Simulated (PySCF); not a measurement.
**C₄H₃F₂, doublet, SMILES `C=[C]/C(F)=C\F`: what the electrons do**

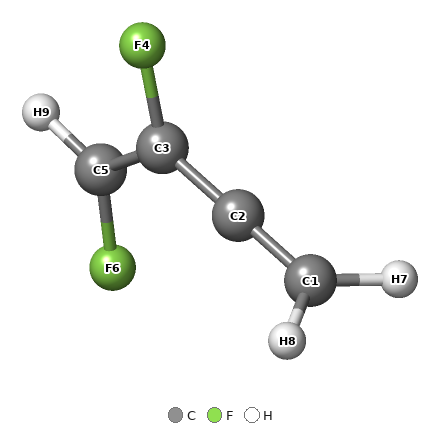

The molecule, with its atoms numbered as below. No frequency check shows the geometry to be a minimum.

Cartesian coordinates (Å):

```
C1       2.2178   -0.7489    0.0001
C2       1.0876   -0.1347   -0.0001
C3      -0.0970    0.5031   -0.0000
F4      -0.0878    1.8633   -0.0000
C5      -1.3551   -0.0629    0.0001
F6      -1.5009   -1.3942   -0.0001
H7       2.7259   -1.0285   -0.9144
H8       2.7258   -1.0284    0.9145
H9      -2.2737    0.4956    0.0004
```

## 1. Bonding charge

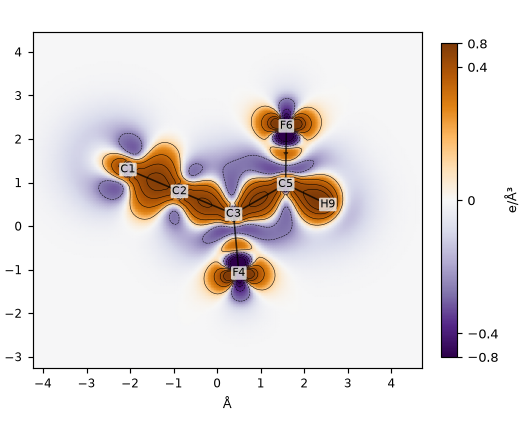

Deformation density (molecule less spherical, spin-averaged free atoms) in the plane of C1, C2, C3, F4, C5, F6 and H9; colour scale in e/Å³, logarithmic beyond ±0.1; orange: gain, purple: loss.

Method: B3LYP/aug-cc-pVDZ; geometry: GFN2-xTB; program: PySCF. The stability of the open-shell solution wasn't checked. GFN2-xTB doesn't know the spin state, so this open-shell geometry is rough.

Describe the bonding that the map shows.

Answer. C5–H9: +0.79 e/Å³ at the bond critical point (bond length 1.07 Å). C3–C5: +0.67 e/Å³ at the bond critical point (bond length 1.38 Å). C1–C2: +0.67 e/Å³ at the bond critical point (bond length 1.29 Å). C2–C3: +0.64 e/Å³ at the bond critical point (bond length 1.34 Å). C3–F4: −0.08 e/Å³ at the bond critical point (bond length 1.36 Å); up to 0.6 Å beside the axis the gain reaches +0.19 e/Å³. C5–F6: −0.08 e/Å³ at the bond critical point (bond length 1.34 Å); up to 0.6 Å beside the axis the gain reaches +0.20 e/Å³. In all, 2.1 electrons gather in the regions of gain relative to the promolecule. A small or negative value marks a very polar bond, one between electron-rich atoms, whose free-atom densities already overlap strongly, a long bond to a heavier atom, or a closed-shell contact such as a hydrogen bond.

Where do the Hirshfeld charges lie?

Answer. The highest Hirshfeld charge is on H7 and H8 (+0.06 e), the lowest on F4 (−0.10 e).

| atom | charge (e) |
| --- | --- |
| C1 | −0.07 |
| C2 | −0.02 |
| C3 | +0.05 |
| F4 | −0.10 |
| C5 | +0.03 |
| F6 | −0.08 |
| H7 | +0.06 |
| H8 | +0.06 |
| H9 | +0.06 |

## 2. Bond critical points

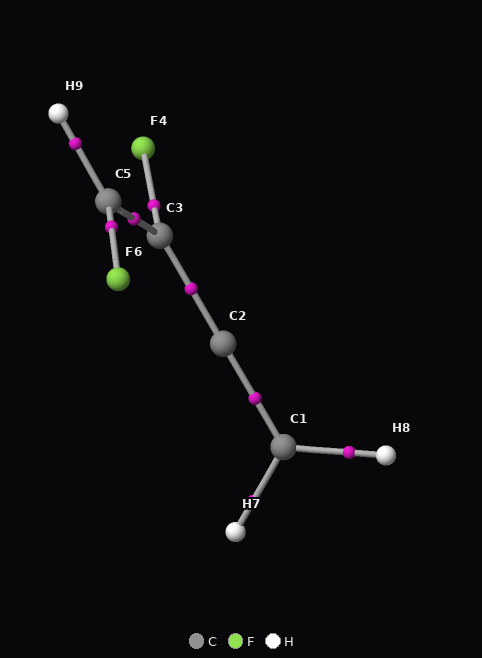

Molecular graph of the electron density (QTAIM): bond paths, bond critical points (magenta), ring points (cyan, if any); weak paths are dashed.

How many critical points of each kind are there, and does the count close?

Answer. 9 nuclei, 8 bond, 0 ring and 0 cage critical points: 9 − 8 + 0 − 0 = 1, as the Poincaré–Hopf relation requires.

What does the calculation give at each kind of bond critical point?

Answer.
```tsv
bond	length (Å)	ρ (a.u.)	∇²ρ (a.u.)	ε	H (a.u.)
C1–C2	1.286	0.356	−0.96	0.31	−0.413
C2–C3	1.345	0.327	−0.83	0.35	−0.331
C3–C5	1.380	0.321	−0.83	0.42	−0.312
C5–H9	1.075	0.292	−1.17	0.08	−0.328
C1–H8 (2 alike)	1.083	0.279	−1.05	0.01	−0.302
C5–F6	1.339	0.251	+0.20	0.09	−0.351
C3–F4	1.360	0.245	−0.06	0.02	−0.338
```

What kind of interaction is C2–C3?

Answer. Shared-shell (covalent): ρ = 0.327, ∇²ρ = −0.83, H = −0.331 a.u. Its ellipticity of 0.35 shows that the density isn't cylindrical about the bond.

## 3. Electrostatic potential

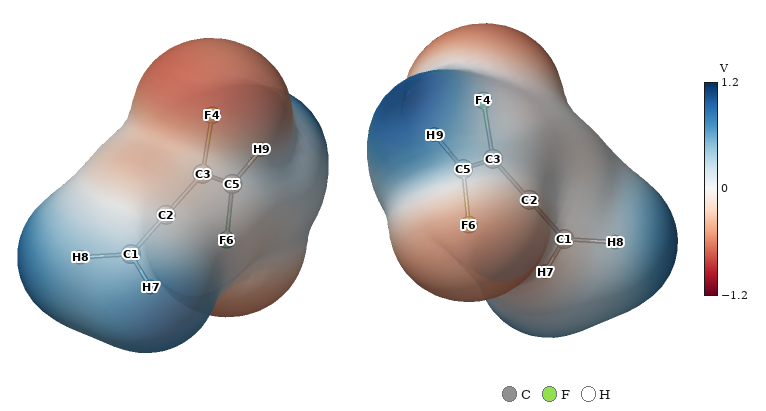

Electrostatic potential on the surface of electron density 0.001 a.u. (back view left, front view right).

Where are the extremes of the potential on the surface?

Answer. Highest: 1.11 V, 1.3 Å from H9. Further maxima include 0.92 V, 1.3 Å from H8, and at like points elsewhere; −0.47 V, 1.6 Å from F6. Lowest: −0.68 V, 1.7 Å from F4. Further minima include −0.58 V, 1.7 Å from F6; −0.07 V, off the C2–C3 bond (2.1 to 2.2 Å from its atoms), and at like points elsewhere. The surface is sampled at points, so like sites can differ by a few per cent and only the strongest of them is named.

What volume does the surface enclose, and what is the dipole moment?

Answer. About 104 Å³; the dipole moment is 0.8 D.

## 4. Spin density

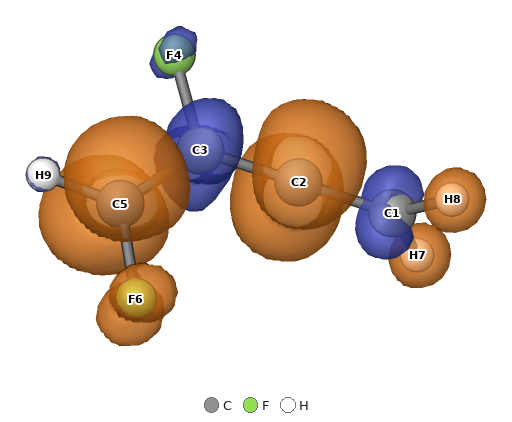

Spin density ρα − ρβ at ±0.03 e/Å³ (orange: excess α, blue: excess β).

Give the atomic spin populations that go with this picture.

Answer. Hirshfeld spin populations: C5 +0.44, C2 +0.38 and F6 +0.08. ⟨S²⟩ = 0.78, against 0.75 for a pure state. The picture also shows regions of β spin from spin polarisation; the Hirshfeld sums, whose atoms overlap, net them against the α spin of neighbours.

## 5. Removing or adding an electron

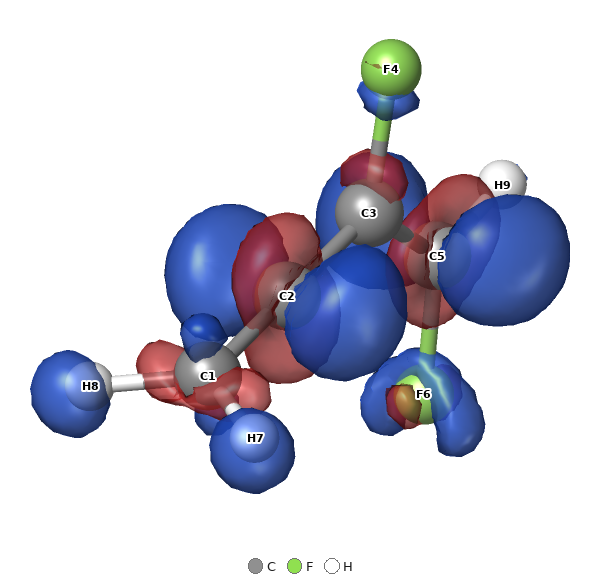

Fukui function f⁺ = ρ(N+1) − ρ(N) at fixed geometry, surfaces at ±0.04 e/Å³ (blue positive, red negative).

Method: B3LYP/def2-SVPD; geometry: GFN2-xTB; program: PySCF. GFN2-xTB doesn't know the spin state, so this open-shell geometry is rough.

Which atoms respond most to the addition of an electron?

Answer. f⁺ (Hirshfeld-condensed) is largest on C5 (0.23) and C2 (0.17); the vertical electron affinity is 0.53 eV (to the singlet anion, which needn't be its lowest state; the anion's highest orbital has positive energy, so this value and f⁺ depend on the basis). Condensed values hint at sites of nucleophilic attack but needn't mark the atom that reacts. Orbital relaxation makes it negative in places (0.20 e in all).
